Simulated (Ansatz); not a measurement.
A series of calculations on SnH3Cl2F

### Relaxation

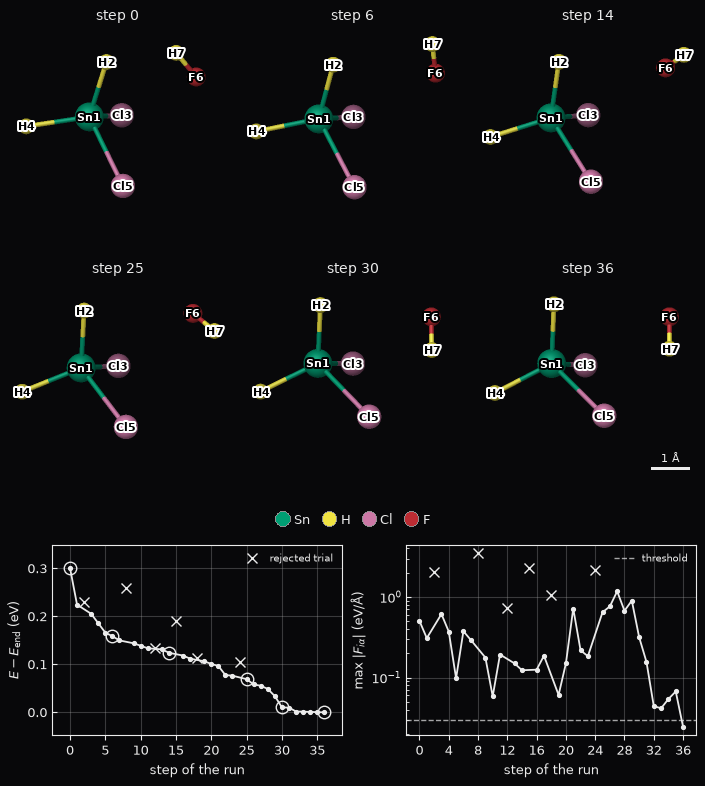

Frames of a relaxation of SnH$_{3}$Cl$_{2}$F, marked on the history of the run. A ball-and-stick model, seen from a free direction.

The run prepares an end point of a later path (reaction) calculation, from a guessed geometry.

Method: Ansatz, RHF/def2-SVP.

Input file:
```yaml
crystal:
  periodic: [false, false, false]
  atoms:
    - { symbol: Sn, position_ang: [-0.098332, 0.188114, -0.110007] }
    - { symbol: H, position_ang: [0.033212, 0.017719, 1.602726] }
    - { symbol: Cl, position_ang: [2.04521, 0.302118, -1.034868] }
    - { symbol: H, position_ang: [-0.939918, 1.565181, -0.624183] }
    - { symbol: Cl, position_ang: [-1.219725, -1.671527, -0.974863] }
    - { symbol: F, position_ang: [1.274855, -2.056181, 1.484816] }
    - { symbol: H, position_ang: [0.951397, -1.517225, 2.139479] }
basis:
  gaussian: { orbitals: def2-SVP }
hamiltonian:
  xc: hf
relax:
  f_tol: 0.03
  max_steps: 50
```

Command:
```bash
ansatz run input.yaml --threads 1 --pin off --max-ram 2048MiB --backend cpu --events-out ev --progress --plain --runs-dir out
```

Question: Describe the path.

Answer: The energy falls by 0.301 eV in 30 accepted moves (36 points after the start). The largest force component goes from 0.5 to 0.025 eV/Å. The line search rejected the trial steps at points 2, 8, 12, 15, 18, 24 of the run. H7 moves most after the best rigid fit: 1.30 Å. By element the largest moves are H 1.30 Å, Cl 0.69 Å, F 0.42 Å, Sn 0.28 Å. Near-neighbour distances that change, for instance: Sn1–H2 1.726 → 1.686 Å, Sn1–Cl5 2.337 → 2.369 Å. Among the angles between lasting bonds that change: H2–Sn1–H4 114.8° → 118.1°, Cl3–Sn1–Cl5 109.4° → 106.4°. From step 0 to 6: H7 moves most (0.62 Å), energy −0.142 eV. From step 6 to 14: H7 moves most (0.52 Å), energy −0.034 eV. From step 14 to 25: H7 moves most (0.55 Å), energy −0.055 eV. From step 25 to 30: H7 moves most (0.65 Å), energy −0.059 eV. From step 30 to 36: H7 moves most (0.14 Å), energy −0.010 eV.

```
step  E − E(0), eV  largest force component, eV/Å      note
   0        0.0000                         0.5044          
   1       -0.0766                         0.3089          
   2       -0.0711                         2.0255  rejected
   3       -0.0957                         0.6134          
   4       -0.1154                         0.3725          
   5       -0.1349                         0.0981          
   6       -0.1424                         0.3763          
   7       -0.1512                         0.2940          
   8       -0.0417                         3.4705  rejected
   9       -0.1572                         0.1772          
  10       -0.1623                         0.0586          
  11       -0.1676                         0.1934          
  13       -0.1698                         0.1497          
  14       -0.1769                         0.1234          
  15       -0.1098                         2.2903  rejected
  17       -0.1892                         0.1868          
  18       -0.1886                         1.0491  rejected
  20       -0.2002                         0.1504          
  21       -0.2045                         0.7197          
  22       -0.2234                         0.2177          
  24       -0.1958                         2.1604  rejected
  25       -0.2320                         0.6466          
  26       -0.2430                         0.7640          
  28       -0.2524                         0.6750          
  29       -0.2674                         0.9016          
  31       -0.2914                         0.1568          
  32       -0.2994                         0.0443          
  33       -0.2997                         0.0416          
  35       -0.3007                         0.0673          
  36       -0.3012                         0.0245
```

Limits of the set-up: Hartree-Fock leaves out electron correlation.

### Relaxation

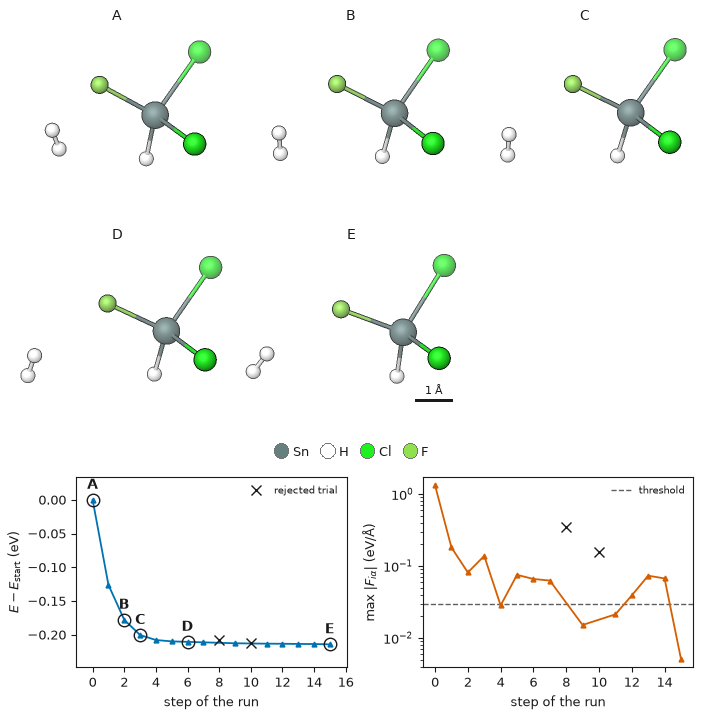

Frames of a relaxation of SnH3Cl2F, marked on the history of the run. A ball-and-stick model, seen from a free direction.

The run prepares an end point of a later path (reaction) calculation, from a guessed geometry.

Computed with RHF/def2-SVP in Ansatz 0.2.0. (no spin polarisation; force threshold 0.03 eV/Å; at most 50 steps)

What happens along the run?

Answer. The energy falls by 0.214 eV in 13 accepted moves (15 points after the start). The largest force component goes from 1.3 to 0.0051 eV/Å. The line search rejected the trial steps at points 8, 10 of the run. The forces were under the threshold at step 4, but the run went on from there. The atom that moves furthest after the best rigid fit is an H atom (1.11 Å). Largest moves by element: H 1.11 Å, Sn 0.39 Å, Cl 0.36 Å, F 0.29 Å. Some distances before and after: H–H 0.711 → 0.747 Å, F–Sn 1.888 → 1.907 Å, H–Sn 1.678 → 1.682 Å. Bond angles that change, for instance: H–Sn–F 116.8° → 109.3°. From step 0 to 2: an H atom moves most (0.39 Å), energy −0.178 eV. From step 2 to 3: an H atom moves most (0.19 Å), energy −0.023 eV. From step 3 to 6: an H atom moves most (0.33 Å), energy −0.010 eV. From step 6 to 15: H atoms move most (0.26 Å), energy −0.004 eV.

Limits of the set-up: Hartree-Fock leaves out electron correlation.

### Path

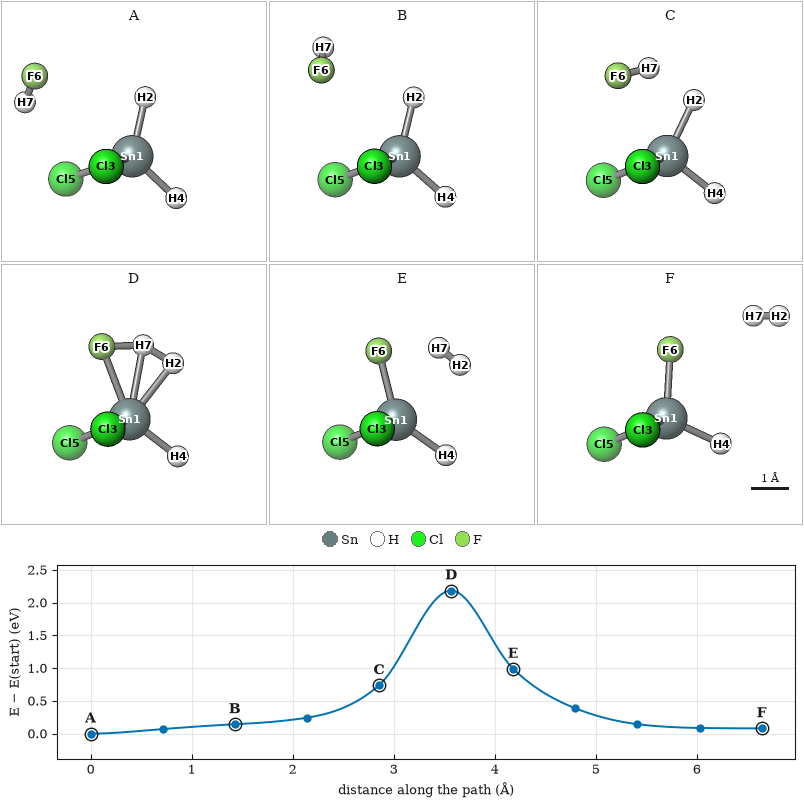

NEB run on SnH$_{3}$Cl$_{2}$F, made up at the start of SnH$_{2}$Cl$_{2}$ and HF. Images are numbered from 0 (start) to 10 (end). Frames A to F are images 0, 2, 4, 5, 6, 10. A ball-and-stick model, seen from a free direction.

All numbers below come from Ansatz, RHF/def2-SVP. Run with 9 movable images; climbing image; force threshold 0.03 eV/Å; iteration limit 60; starting path through a guess of the saddle point.

### Describe the mechanism and the energy profile.

Breaking: F6–H7 (0.91 → 1.18 at the top → 2.63 Å), Sn1–H2 (1.69 → 2.02 at the top → 4.41 Å). Forming: H2–H7 (3.33 → 0.98 at the top → 0.75 Å), Sn1–F6 (3.47 → 2.13 at the top → 1.91 Å). The highest point, image 5, lies 2.18 eV above the start and 2.11 eV above the end; the end is at +0.08 eV relative to the start. The band converged in 15 iterations. The largest component of the band force went from 87 to 0.017 eV/Å. The climbing image converged on the top of the path. Its vibrational analysis gives 2 imaginary modes over 30i cm⁻¹, so it isn't confirmed as a transition state.

Limits of the set-up: the start holds two separate molecules, 2.5 Å apart at their closest, whose relative position is a soft coordinate and is computed without a dispersion correction; Hartree-Fock leaves out electron correlation.
